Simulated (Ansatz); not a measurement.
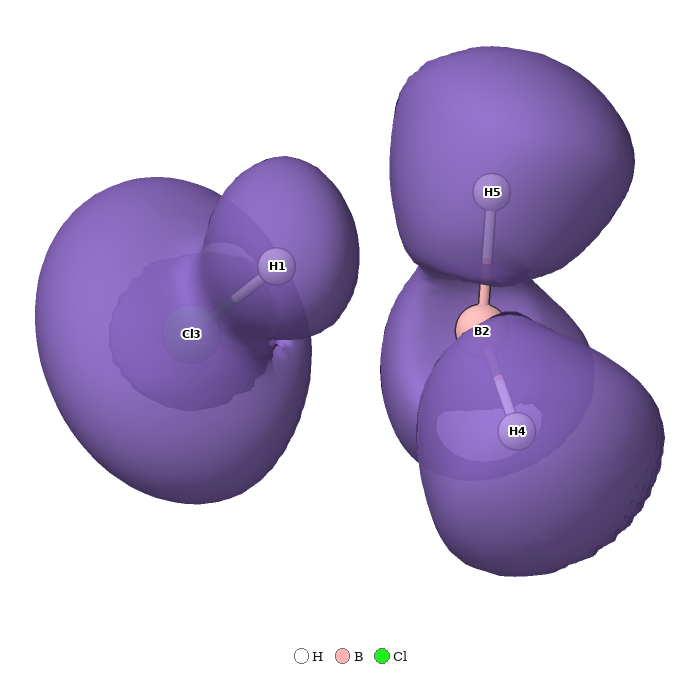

The picture shows: HCl···BH₂ (doublet). Isosurface of the electron localisation function at 0.75 (purple), seen at a tilt. Core shells and regions of very low density are left out.

The calculation used Ansatz, UKS PBE-D4/6-31G.

```xyz
5

H    -0.3764   -1.3453    0.3442
B     0.1752    0.9923   -0.1540
Cl    0.0878   -1.4828   -0.8973
H     1.1104    0.8248    0.5859
H    -0.9971    1.0109    0.1212
```

### Where are the electrons localised?

At this value the surface marks out one joined region spread over several atoms (B, H), in which their bonds and any lone pairs are merged and one joined region spread over several atoms (Cl, H), in which their bonds and any lone pairs are merged. Profiles from the grid: B2···Cl3 (2.59 Å): the ELF peaks at about 0.90 in the valence shell of Cl, 0.8 Å from its nucleus, and is about 0.35 at the midpoint. B–H (1.20 Å): the ELF climbs to about 1 towards the hydrogen, as it does in any bond to H; a covalent bond by its length.
